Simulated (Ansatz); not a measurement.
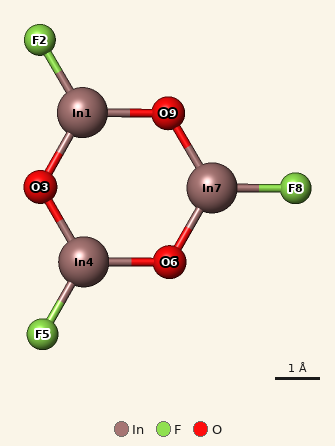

The input geometry of the first run (ball-and-stick view, seen on its broad side; atoms are numbered from 1 in the order of the input). Sticks mark near contacts. Bond lengths as drawn: F–In 1.95 Å and In–O 2.00 Å.

# In₃O₃F₃: one change and its effect

System: In₃O₃F₃ ((FInO)3 ring).
Method of the first run: RKS r2SCAN-D4/def2-TZVP (Ansatz 0.2.0).

The geometry comes from this level: r2SCAN-D4/def2-SVP. Text and figures count atoms from 1; the logs count them from 0 in places.

The input, the first run:
```yaml
crystal:
  periodic: [false, false, false]
  atoms:
    - {symbol: In, position_ang: [0.587196, -0.725001, 1.770952]}
    - {symbol: F, position_ang: [1.157633, -1.420034, 3.495701]}
    - {symbol: O, position_ang: [-1.357582, -0.468153, 1.386669]}
    - {symbol: In, position_ang: [-1.947828, 0.267330, -0.375838]}
    - {symbol: F, position_ang: [-3.839879, 0.538658, -0.735966]}
    - {symbol: O, position_ang: [-0.585117, 0.726008, -1.764471]}
    - {symbol: In, position_ang: [1.360996, 0.455535, -1.396497]}
    - {symbol: F, position_ang: [2.682314, 0.888963, -2.756429]}
    - {symbol: O, position_ang: [1.942267, -0.263296, 0.375878]}
basis:
  gaussian: {orbitals: def2-TZVP, initial_orbitals: start.molden}
hamiltonian: {xc: r2scan, dispersion: d4}
scf: {omitted_lower_state_checks: [starts]}
output: {orbitals: {seedname: orbitals}}
```

Launched with:
```bash
ansatz run in.yaml --threads 2 --pin off --events-out ev --progress --plain --max-ram 20480MiB --backend cuda --devices 0, --max-vram 18GiB
```

Hardware: 2 CPU threads, shared host.

Output (the first run):
```
Functional definition: r2SCAN
  parameter k0 = 0.174
  parameter k1 = 0.065
  parameter a1 = 4.9479
  exchange = r2scan_x(k0 = k0, k1 = k1, a1 = a1)
  correlation = r2scan_c
these checks for a lower state are left out or cut short: starts
2085 factors; their error is unknown
mean field evaluation 1: about -29824.1408 eV, gradient 8.1e0 eV
mean field evaluation 2: about -29824.2468 eV, gradient 1.3e-1 eV
mean field evaluation 4: about -29824.2424 eV, gradient 4.3e-4 eV
mean field -29824.24244324 eV, -1096.0206941916 hartree, gradient 1.2e-5 eV, S^2 0.000000; 0 other end points of the search recorded, 0 dependent functions left out
reference -29824.24248096 eV, -1096.0206955776 hartree; 57, 57 occupied and 279, 279 virtual orbitals, 2085 factors
Total energy: -29824.31488818 eV, -1096.0233564938 hartree
Checks for a lower state left out: starts
```

For the second run the input was changed thus:
```diff
+magnetization: {spin_polarized: true, initial_magnetization: 2}
```

How does the second run compare with the first run?

With the same method and basis, the second run lies 70.0 kcal/mol higher. The HOMO goes from −7.92 to −5.19 eV. The LUMO goes from −4.53 to −7.80 eV.

Output (the second run):
```
Functional definition: r2SCAN
  parameter k0 = 0.174
  parameter k1 = 0.065
  parameter a1 = 4.9479
  exchange = r2scan_x(k0 = k0, k1 = k1, a1 = a1)
  correlation = r2scan_c
these checks for a lower state are left out or cut short: starts
2085 factors; their error is unknown
mean field evaluation 1: about -29821.0669 eV, gradient 6.0e0 eV
mean field evaluation 2: about -29821.1991 eV, gradient 3.1e-1 eV
mean field evaluation 4: about -29821.1998 eV, gradient 2.1e-1 eV
mean field evaluation 8: about -29821.2086 eV, gradient 1.6e-2 eV
mean field evaluation 16: about -29821.2087 eV, gradient 2.9e-5 eV
mean field -29821.20867106 eV, -1095.9092051202 hartree, gradient 2.0e-6 eV, S^2 2.011836; 0 other end points of the search recorded, 0 dependent functions left out
reference -29821.20871450 eV, -1095.9092067164 hartree; 58, 56 occupied and 278, 280 virtual orbitals, 2085 factors
Total energy: -29821.28112172 eV, -1095.9118676327 hartree
Checks for a lower state left out: starts
```

The two runs side by side:

| quantity | the first run | the second run |
| --- | --- | --- |
| outcome | converged | converged |
| total energy (hartree) | −1096.023356 | −1095.911868 |
| HOMO (eV) | −7.92 | −5.19 |
| LUMO (eV) | −4.53 | −7.80 |
| basis functions | 336 | 336 |
| ⟨S²⟩ | – | 2.012 |
| wall time (shared host) | 2.6 s | 8 s |
